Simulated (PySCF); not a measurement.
# C₄H₄F₂: circular dichroism and optical rotation, excited states, first hyperpolarisability

Wanted: circular dichroism and optical rotation, excited states, first hyperpolarisability for C₄H₄F₂ (`C=C(F)C(=C)F`).

Computed with PySCF 2.14.0 and routines of our own; the level stands in each step. Atoms count from 0.

### 1 The system as given

10 atoms, charge 0, multiplicity 1; geometry from: GFN2-xTB.

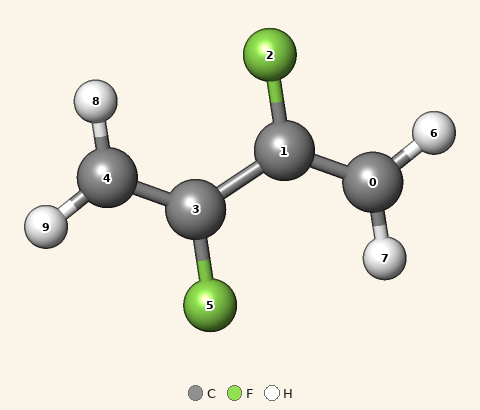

The starting geometry (carbon grey, fluorine green, hydrogen white).

### 2 Optimising the geometry at PBE0-D3(BJ)/def2-TZVP

Job settings and geometry (Å):

```
{"job": {"xc": "PBE0", "basis": "def2-TZVP", "d3": "d3bj", "grid": 2, "kind": "geom"}, "charge": 0, "multiplicity": 1}
C      1.855582     0.017834     0.307402
C      0.588509    -0.104766     0.678319
F      0.282097    -0.457500     1.945941
C     -0.587130     0.105775    -0.159146
C     -1.853520    -0.016505     0.214413
F     -0.281718     0.457632    -1.427204
H      2.656155    -0.159745     1.001621
H      2.103134     0.297852    -0.698948
H     -2.098252    -0.295906     1.221759
H     -2.655974     0.159982    -0.477921
```

The run is started by

```bash
$ OMP_NUM_THREADS=1 python excited_run.py task.json out
```

The driver reads the jobs from task.json and runs them one after another.

Output:

```text
step   0  E = -354.24012722  max force = 0.009821
step   1  E = -354.23561221  max force = 0.011587
step   2  E = -354.23898871  max force = 0.009589
step   3  E = -354.23954141  max force = 0.012243
step   4  E = -354.24057713  max force = 0.003659
step   5  E = -354.24060090  max force = 0.000698
step   6  E = -354.24060850  max force = 0.000538
step   7  E = -354.24061167  max force = 0.000197
optimisation converged
```

It took 95 s on 1 thread of Arm Neoverse V1, shared host; peak memory 0.85 GiB.

The steps of the relaxation: (the energy doesn't fall at every step)

```csv
step,energy from step 0 (eV),largest force component (eV/Å)
0,0.0000,0.5050
1,0.1229,0.5958
2,0.0310,0.4931
3,0.0159,0.6296
4,-0.0122,0.1882
5,-0.0129,0.0359
6,-0.0131,0.0277
7,-0.0132,0.0101
```

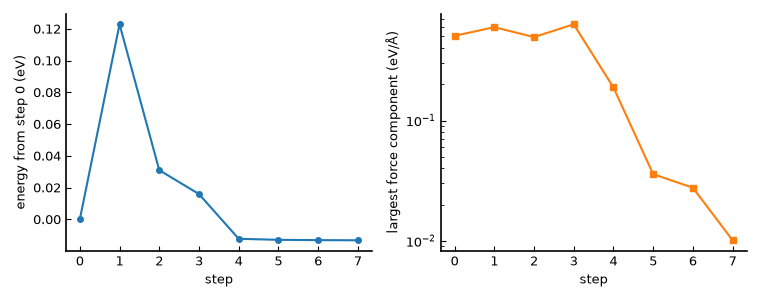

Energy and largest force along the relaxation.

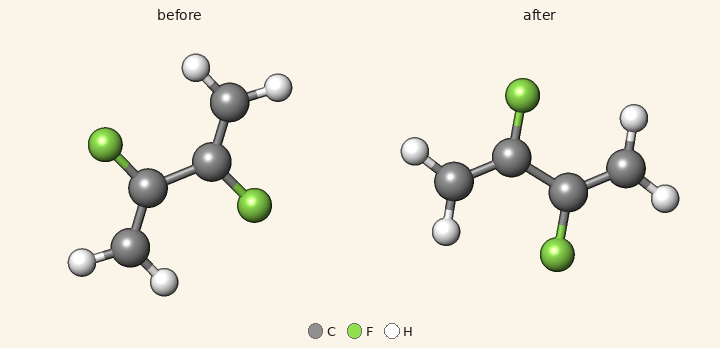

The geometry before (left) and after (right).

Close pairs (by a distance rule), those that changed most:

```csv
bond,before (Å),after (Å),change (Å)
C1–F2,1.351,1.338,-0.013
C3–F5,1.351,1.338,-0.013
C0–H6,1.074,1.081,+0.007
C4–H9,1.074,1.081,+0.007
C0–H7,1.074,1.079,+0.006
C4–H8,1.074,1.079,+0.006
C3–C4,1.326,1.324,-0.002
C0–C1,1.326,1.324,-0.002
```

The final coordinates are the input of the step that follows.

```csv
at the end point,value
point group (found at 0.08 Å tolerance),C2h
"rotational constants (GHz, main isotopes)","5.417, 3.490, 2.123"
dipole moment (D),0.00
```

### 3 Circular dichroism and optical rotation: TDDFT CAM-B3LYP/def2-TZVPD

Job settings and geometry (Å):

```
{"job": {"kind": "ecd", "xc": "CAM-B3LYP", "basis": "def2-TZVPD", "nstates": 12}, "charge": 0, "multiplicity": 1}
C      1.073331    -0.377688     1.722761
C      0.005277    -0.165658     0.969917
F     -1.226157    -0.246465     1.488016
C      0.000023     0.166568    -0.448398
C     -1.067875     0.379034    -1.201027
F      1.231292     0.246963    -0.966972
H      0.967904    -0.619204     2.771223
H      2.057904    -0.308981     1.285843
H     -2.052342     0.310481    -0.763682
H     -0.963021     0.620643    -2.249513
```

With the program's defaults for keys left out, this is: TDDFT CAM-B3LYP/def2-TZVPD circular dichroism and optical rotation, one conformer, gas phase.

Output:

```text
coarse grid: 9000 points
cycle   1  E = -354.3999553443  dE =  9.634e-01  |g| = 7.055e-01  |ddm| = 3.347e+00
cycle   2  E = -354.3558658645  dE =  4.409e-02  |g| = 9.157e-01  |ddm| = 2.376e+00
cycle   3  E = -354.4869739506  dE = -1.311e-01  |g| = 5.273e-02  |ddm| = 9.572e-01
cycle   4  E = -354.4875452514  dE = -5.713e-04  |g| = 1.749e-02  |ddm| = 1.650e-01
cycle   5  E = -354.4876185896  dE = -7.334e-05  |g| = 5.446e-03  |ddm| = 3.603e-02
cycle   6  E = -354.4876247723  dE = -6.183e-06  |g| = 1.762e-03  |ddm| = 1.380e-02
final grid: 89528 points
cycle   7  E = -354.4862628631  dE = -4.105e-05  |g| = 5.251e-03  |ddm| = 1.917e-01
cycle   8  E = -354.4862612178  dE =  1.645e-06  |g| = 6.214e-03  |ddm| = 1.853e-02
cycle   9  E = -354.4862677945  dE = -6.577e-06  |g| = 4.726e-04  |ddm| = 8.016e-03
cycle  10  E = -354.4862678288  dE = -3.430e-08  |g| = 1.370e-04  |ddm| = 9.864e-04
cycle  11  E = -354.4862678330  dE = -4.210e-09  |g| = 2.101e-05  |ddm| = 3.800e-04
cycle  12  E = -354.4862678331  dE = -8.026e-11  |g| = 1.434e-05  |ddm| = 5.979e-05
converged SCF energy = -354.4862678331

Singlet excitations and rotatory strengths (1e-40 esu^2 cm^2)
state   eV       nm     f(len)   f(vel)    R(len)    R(vel)   main configurations
  1   5.8633   211.5  0.63902  0.63723     0.031     0.031   H->L 0.98
  2   6.6519   186.4  0.00000  0.00000    -0.005    -0.005   H->L+1 0.93
  3   7.1062   174.5  0.00000  0.00000     0.005     0.005   H-1->L 0.96
  4   7.3241   169.3  0.05651  0.06405     0.011     0.011   H->L+2 0.89
  5   7.5348   164.5  0.01192  0.01269    -0.022    -0.022   H->L+3 0.70, H->L+8 0.17
  6   7.9355   156.2  0.00045  0.00037    -0.002    -0.002   H-2->L 0.94
  7   7.9919   155.1  0.00940  0.00950    -0.028    -0.028   H->L+8 0.62, H->L+3 0.23
  8   8.0129   154.7  0.00000  0.00000     0.003     0.003   H->L+4 0.80
  9   8.3909   147.8  0.00000  0.00000     0.000     0.001   H->L+5 0.84
 10   8.5188   145.5  0.00000  0.00000     0.244     0.248   H->L+9 0.94
 11   8.5634   144.8  0.01663  0.01747    -0.172    -0.176   H-1->L+1 0.78
 12   8.6397   143.5  0.02707  0.02641    -0.010    -0.010   H->L+6 0.98

Specific rotation (deg / (dm g/mL))
    nm     length   length(OI)   velocity    alpha(len)  alpha(vel)
  633.0       0.17       0.17       0.17       57.745     57.719
  589.3       0.21       0.21       0.21       58.162     58.137
  546.0       0.25       0.25       0.25       58.698     58.673
  436.0       0.46       0.46       0.46       61.083     61.063
  405.0       0.58       0.58       0.58       62.272     62.253
  365.0       0.82       0.82       0.83       64.526     64.509
  355.0       0.91       0.91       0.91       65.285     65.269
```

It took 69 s on 1 thread of Arm Neoverse V1, shared host; peak memory 0.99 GiB.

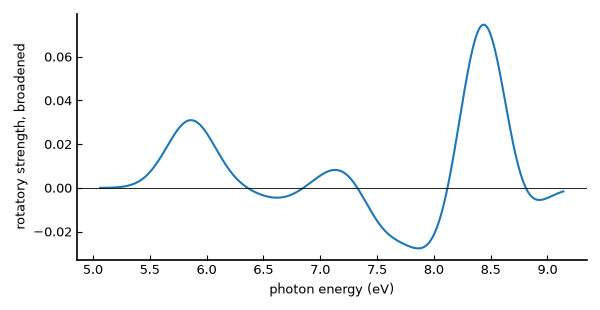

Circular dichroism: velocity-form rotatory strengths under Gaussians of 0.3 eV half-width at 1/e.

The fields below are evaluated on a grid from the run's orbitals.

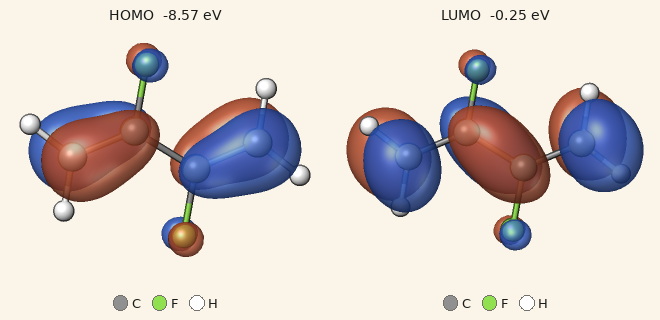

CAM-B3LYP/def2-TZVPD orbitals near the gap, drawn at the value that encloses 70 % of each; the two colours are the two signs.

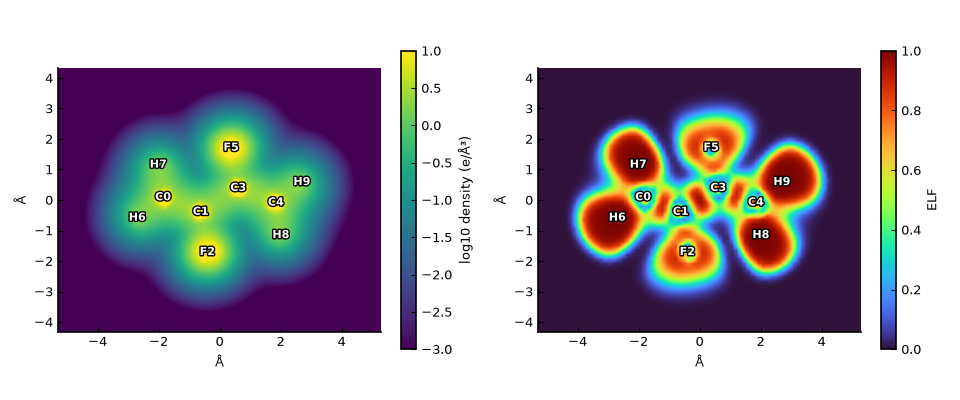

Density (left) and ELF (right) in a plane through or near 10 of the atoms.

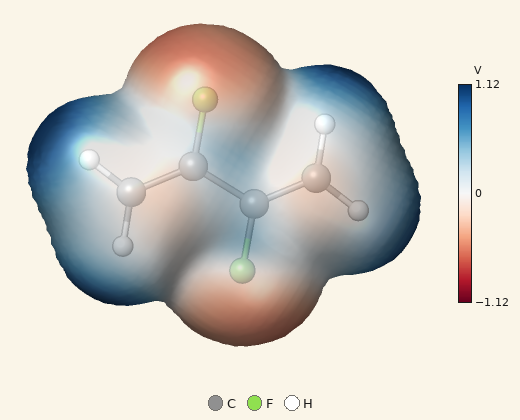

Electrostatic potential on the surface of density 0.002 e/bohr³; red is low, blue high. It runs from -0.56 V near F5 to 1.12 V near H9.

### 4 Excited states: TDA CAM-B3LYP/def2-TZVPD

The job, as its differences from that of step 3:

```diff
@@ -1,2 +1,2 @@
-{"job": {"kind": "ecd", "xc": "CAM-B3LYP", "basis": "def2-TZVPD", "nstates": 12}, "charge": 0, "multiplicity": 1}
+{"job": {"kind": "states", "xc": "CAM-B3LYP", "basis": "def2-TZVPD", "tda": true, "soc": true, "nstates": 6, "ntriplets": 5, "nquad": 4}, "charge": 0, "multiplicity": 1}
 C      1.073331    -0.377688     1.722761
```

With the program's defaults for keys left out, this is: TDA CAM-B3LYP/def2-TZVPD excited states, vertical, gas phase, spin-orbit mean-field couplings.

Output:

```text
coarse grid: 9000 points
cycle   1  E = -354.3999553443  dE =  9.634e-01  |g| = 7.055e-01  |ddm| = 3.347e+00
cycle   2  E = -354.3558658645  dE =  4.409e-02  |g| = 9.157e-01  |ddm| = 2.376e+00
cycle   3  E = -354.4869739506  dE = -1.311e-01  |g| = 5.273e-02  |ddm| = 9.572e-01
cycle   4  E = -354.4875452514  dE = -5.713e-04  |g| = 1.749e-02  |ddm| = 1.650e-01
cycle   5  E = -354.4876185896  dE = -7.334e-05  |g| = 5.446e-03  |ddm| = 3.603e-02
cycle   6  E = -354.4876247723  dE = -6.183e-06  |g| = 1.762e-03  |ddm| = 1.380e-02
final grid: 89528 points
cycle   7  E = -354.4862628631  dE = -4.105e-05  |g| = 5.251e-03  |ddm| = 1.917e-01
cycle   8  E = -354.4862612178  dE =  1.645e-06  |g| = 6.214e-03  |ddm| = 1.853e-02
cycle   9  E = -354.4862677945  dE = -6.577e-06  |g| = 4.726e-04  |ddm| = 8.016e-03
cycle  10  E = -354.4862678288  dE = -3.430e-08  |g| = 1.370e-04  |ddm| = 9.864e-04
cycle  11  E = -354.4862678330  dE = -4.210e-09  |g| = 2.101e-05  |ddm| = 3.800e-04
cycle  12  E = -354.4862678331  dE = -8.026e-11  |g| = 1.434e-05  |ddm| = 5.979e-05
converged SCF energy = -354.4862678331

Singlet excitations
state   eV       nm        f     d(h-e)  d(exc)  Lambda  PR(NTO)  |dmu|/D   mu/D   main configurations
  1   6.2464   198.5   0.89347   0.001   2.981   0.829   1.087    0.002    0.002   H->L 0.94
  2   6.6565   186.3   0.00000   0.001   3.696   0.342   1.045    0.003    0.003   H->L+1 0.93
  3   7.2910   170.1   0.00000   0.000   3.009   0.796   1.257    0.001    0.001   H-1->L 0.88, H->L+9 0.08
  4   7.3288   169.2   0.05907   0.001   4.056   0.285   1.154    0.002    0.002   H->L+2 0.89
  5   7.5464   164.3   0.01402   0.001   3.563   0.275   1.134                     H->L+3 0.72, H->L+8 0.16
  6   7.9580   155.8   0.00017   0.000   2.622   0.471   1.114                     H-2->L 0.93

Triplet excitations (Tamm-Dancoff)
state   eV     d(h-e)  d(exc)  Lambda  PR(NTO)   main configurations
  1   3.3336   0.000   2.507   0.834   1.106   H->L 0.93
  2   4.8671   0.000   2.108   0.779   1.490   H-1->L 0.77, H->L+9 0.16
  3   6.5389   0.000   3.602   0.342   1.066   H->L+1 0.91
  4   7.2177   0.001   3.945   0.287   1.197   H->L+2 0.86
  5   7.3520   0.000   3.134   0.324   1.256   H->L+3 0.45, H->L+8 0.35
S1 - T1 = 2.9128 eV

Spin-orbit couplings |<S|Hso|T>| (cm-1)
             T1       T2       T3       T4       T5
S0        0.001    0.193    2.611    0.002    0.010
S1        0.008    0.007    0.004    2.579    2.938
S2        0.005    1.695    0.061    0.006    0.002
S3        0.017    0.008    0.960    0.008    0.024
S4        3.133    0.002    0.006    0.039    9.025
S5        1.704    0.003    0.002    7.368    0.439
S6       21.464    0.019    0.001    1.653    0.966
T1 sublevels (cm-1): 0.000 0.012 0.013   radiative rates (1/s): 0.206 0.000509 0.142
```

It took 43 s on 1 thread of Arm Neoverse V1, shared host; peak memory 0.9 GiB.

Key values:

```csv
quantity,value
S1 less T1,2.91 eV
```

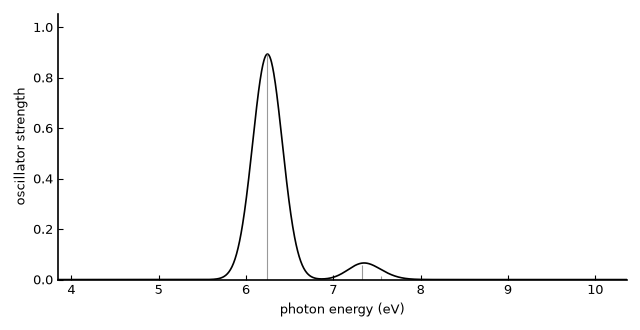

Absorption lines of the singlets. Lines are broadened to a width of 0.40 eV (Gaussian).

### 5 Excited states: TDDFT CAM-B3LYP/def2-TZVPD

The job, as its differences from that of step 4:

```diff
@@ -1,2 +1,2 @@
-{"job": {"kind": "states", "xc": "CAM-B3LYP", "basis": "def2-TZVPD", "tda": true, "soc": true, "nstates": 6, "ntriplets": 5, "nquad": 4}, "charge": 0, "multiplicity": 1}
+{"job": {"kind": "states", "xc": "CAM-B3LYP", "basis": "def2-TZVPD", "tpa": true, "nstates": 8, "nquad": 6, "ntriplets": 0}, "charge": 0, "multiplicity": 1}
 C      1.073331    -0.377688     1.722761
```

With the program's defaults for keys left out, this is: TDDFT CAM-B3LYP/def2-TZVPD excited states, vertical, gas phase, two-photon moments by quadratic response.

Output:

```text
coarse grid: 9000 points
cycle   1  E = -354.3999553443  dE =  9.634e-01  |g| = 7.055e-01  |ddm| = 3.347e+00
cycle   2  E = -354.3558658645  dE =  4.409e-02  |g| = 9.157e-01  |ddm| = 2.376e+00
cycle   3  E = -354.4869739506  dE = -1.311e-01  |g| = 5.273e-02  |ddm| = 9.572e-01
cycle   4  E = -354.4875452514  dE = -5.713e-04  |g| = 1.749e-02  |ddm| = 1.650e-01
cycle   5  E = -354.4876185896  dE = -7.334e-05  |g| = 5.446e-03  |ddm| = 3.603e-02
cycle   6  E = -354.4876247723  dE = -6.183e-06  |g| = 1.762e-03  |ddm| = 1.380e-02
final grid: 89528 points
cycle   7  E = -354.4862628631  dE = -4.105e-05  |g| = 5.251e-03  |ddm| = 1.917e-01
cycle   8  E = -354.4862612178  dE =  1.645e-06  |g| = 6.214e-03  |ddm| = 1.853e-02
cycle   9  E = -354.4862677945  dE = -6.577e-06  |g| = 4.726e-04  |ddm| = 8.016e-03
cycle  10  E = -354.4862678288  dE = -3.430e-08  |g| = 1.370e-04  |ddm| = 9.864e-04
cycle  11  E = -354.4862678330  dE = -4.210e-09  |g| = 2.101e-05  |ddm| = 3.800e-04
cycle  12  E = -354.4862678331  dE = -8.026e-11  |g| = 1.434e-05  |ddm| = 5.979e-05
converged SCF energy = -354.4862678331

Singlet excitations
state   eV       nm        f     d(h-e)  d(exc)  Lambda  PR(NTO)  |dmu|/D   mu/D   delta(TPA)   sigma/GM   main configurations
  1   5.8636   211.4   0.63933   0.000   2.928   0.824   1.130    0.001    0.001        0.00      0.000   H->L 0.98
  2   6.6521   186.4   0.00000   0.000   3.699   0.342   1.045    0.002    0.002      139.22      2.257   H->L+1 0.93
  3   7.1066   174.5   0.00000   0.001   2.919   0.795   1.172    0.001    0.001      508.17      9.402   H-1->L 0.96
  4   7.3244   169.3   0.05651   0.001   4.060   0.285   1.154    0.003    0.002        0.00      0.000   H->L+2 0.89
  5   7.5350   164.5   0.01193   0.000   3.545   0.277   1.137    0.001    0.003        0.00      0.000   H->L+3 0.70, H->L+8 0.17
  6   7.9356   156.2   0.00046   0.000   2.608   0.472   1.095    0.001    0.001        0.00      0.000   H-2->L 0.94
  7   7.9920   155.1   0.00941   0.003   3.531   0.375   1.207                                            H->L+8 0.62, H->L+3 0.23
  8   8.0131   154.7   0.00000   0.003   3.922   0.288   1.226                                            H->L+4 0.80
```

Wall time 47 s (1 thread of Arm Neoverse V1, shared host); peak memory 0.95 GiB.

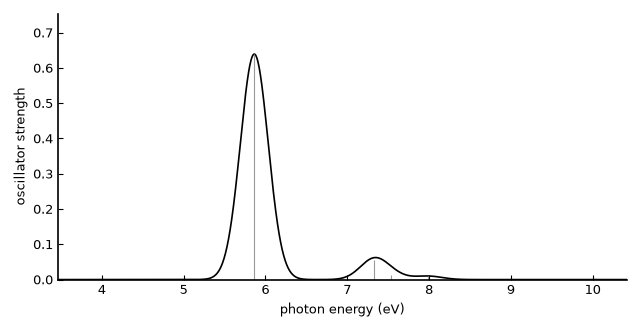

Absorption lines of the singlets. Lines are broadened to a width of 0.40 eV (Gaussian).

### 6 First hyperpolarisability: quadratic response CAM-B3LYP/def2-TZVPD

The job, as its differences from that of step 5:

```diff
@@ -1,2 +1,2 @@
-{"job": {"kind": "states", "xc": "CAM-B3LYP", "basis": "def2-TZVPD", "tpa": true, "nstates": 8, "nquad": 6, "ntriplets": 0}, "charge": 0, "multiplicity": 1}
+{"job": {"kind": "beta", "xc": "CAM-B3LYP", "basis": "def2-TZVPD"}, "charge": 0, "multiplicity": 1}
 C      1.073331    -0.377688     1.722761
```

Level: quadratic response CAM-B3LYP/def2-TZVPD first hyperpolarisability, Taylor convention, gas phase.

Output:

```text
coarse grid: 9000 points
cycle   1  E = -354.3999553443  dE =  9.634e-01  |g| = 7.055e-01  |ddm| = 3.347e+00
cycle   2  E = -354.3558658645  dE =  4.409e-02  |g| = 9.157e-01  |ddm| = 2.376e+00
cycle   3  E = -354.4869739506  dE = -1.311e-01  |g| = 5.273e-02  |ddm| = 9.572e-01
cycle   4  E = -354.4875452514  dE = -5.713e-04  |g| = 1.749e-02  |ddm| = 1.650e-01
cycle   5  E = -354.4876185896  dE = -7.334e-05  |g| = 5.446e-03  |ddm| = 3.603e-02
cycle   6  E = -354.4876247723  dE = -6.183e-06  |g| = 1.762e-03  |ddm| = 1.380e-02
final grid: 89528 points
cycle   7  E = -354.4862628631  dE = -4.105e-05  |g| = 5.251e-03  |ddm| = 1.917e-01
cycle   8  E = -354.4862612178  dE =  1.645e-06  |g| = 6.214e-03  |ddm| = 1.853e-02
cycle   9  E = -354.4862677945  dE = -6.577e-06  |g| = 4.726e-04  |ddm| = 8.016e-03
cycle  10  E = -354.4862678288  dE = -3.430e-08  |g| = 1.370e-04  |ddm| = 9.864e-04
cycle  11  E = -354.4862678330  dE = -4.210e-09  |g| = 2.101e-05  |ddm| = 3.800e-04
cycle  12  E = -354.4862678331  dE = -8.026e-11  |g| = 1.434e-05  |ddm| = 5.979e-05
converged SCF energy = -354.4862678331

Lowest singlets (eV, f): 5.8636 0.6393  6.6521 0.0000  7.1066 0.0000

First hyperpolarisability (au)
process     nm      |vector|   parallel      HRS      DR
static         -        0.10       None       0.04   6.154
shg       1907.0        0.10       None       0.04   6.185
eope      1907.0        0.10       None          -       -
shg       1064.0        0.12       None       0.05   6.172
eope      1064.0        0.11       None          -       -
```

It took 39 s on 1 thread of Arm Neoverse V1, shared host; peak memory 0.89 GiB.

### 7 Results

| quantity | value |
| --- | --- |
| point group | C2h |
| rotational constants (main isotopes) | 5.42, 3.49, 2.12 GHz |
| state of largest rotatory strength (velocity form) among 12 (step 3, TDDFT CAM-B3LYP/def2-TZVPD) | 8.52 eV, R = +0.2 (velocity), +0.2 (length) ·10⁻⁴⁰ esu² cm² |
| specific rotation at 633.0 nm (step 3, TDDFT CAM-B3LYP/def2-TZVPD) | 0.2 (velocity), 0.2 (length) |
| surface potential, least and greatest | -0.56 V and 1.12 V |
| S1 less T1 (step 4, TDA CAM-B3LYP/def2-TZVPD) | 2.91 eV |
| β vector (step 6, quadratic response CAM-B3LYP/def2-TZVPD) | static 0, SHG 1907.0 nm 0, SHG 1064.0 nm 0 au |

In words: Relaxing lowered the energy by 0.013 eV in 7 steps; the close pair that moved most is C1–F2, from 1.351 to 1.338 Å. The geometry is achiral, so these rotations and rotatory strengths are numerical residue. In step 4, the number of triplets below S1 is 2, and the largest singlet-triplet spin-orbit coupling is S6–T1, 21.46 cm⁻¹.
